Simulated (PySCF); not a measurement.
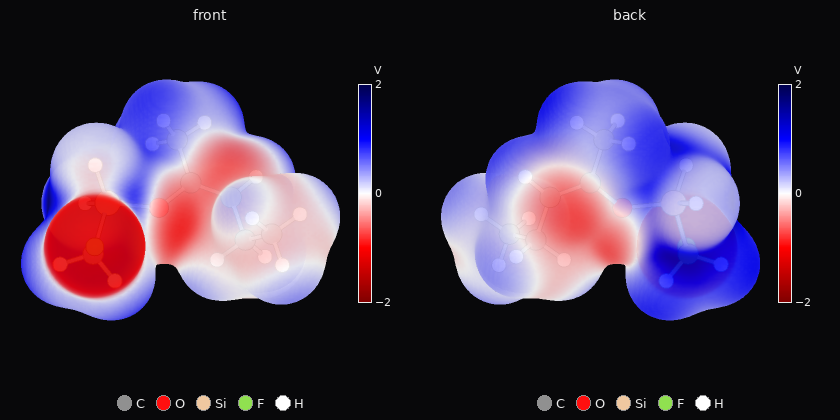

Figure 1: C6H13FOSi (SMILES CC/C=C(/C)O[SiH2]CF). The electrostatic potential painted on the density surface at 0.002 e/bohr³, seen from the front and from behind; red is negative and blue positive.

Geometry: GFN2-xTB.

Theory: PBE0/pcSseg-1, SCF density, gas phase, non-relativistic (PySCF).

Input file:

```
{"job": {"kind": "nmr", "xc": "PBE0", "basis": "pcSseg-1"}, "charge": 0, "multiplicity": 1}
C     -2.601681     1.535295     0.514689
C     -1.949633     0.749259    -0.623740
C     -1.589221    -0.634758    -0.180713
C     -0.348572    -1.064871     0.028163
C     -0.003876    -2.442447     0.498596
O      0.704375    -0.226664    -0.191774
Si     2.309285    -0.356973    -0.098516
C      2.886913     1.421111    -0.486604
F      3.006162     2.162760     0.673298
H     -2.874130     2.533826     0.180408
H     -1.910910     1.625188     1.349732
H     -3.499526     1.029386     0.863663
H     -1.051460     1.269511    -0.956627
H     -2.645865     0.690329    -1.464605
H     -2.409775    -1.308908     0.011951
H     -0.899514    -3.043711     0.616180
H      0.516715    -2.385161     1.453368
H      0.662275    -2.921379    -0.217457
H      2.783123    -0.741433     1.230496
H      2.834821    -1.268125    -1.121376
H      2.195040     1.968960    -1.130095
H      3.875043     1.428192    -0.949887
```

Launched as:

```sh
OMP_NUM_THREADS=1 python probes_run.py task.json out
```

**Which sites attract a positive test charge, and which a negative one?**

A positive charge is drawn to the negative regions and a negative charge to the positive ones. The most negative region (about −1.2 V) lies over F9, the most positive (about +1.5 V) over Si7.
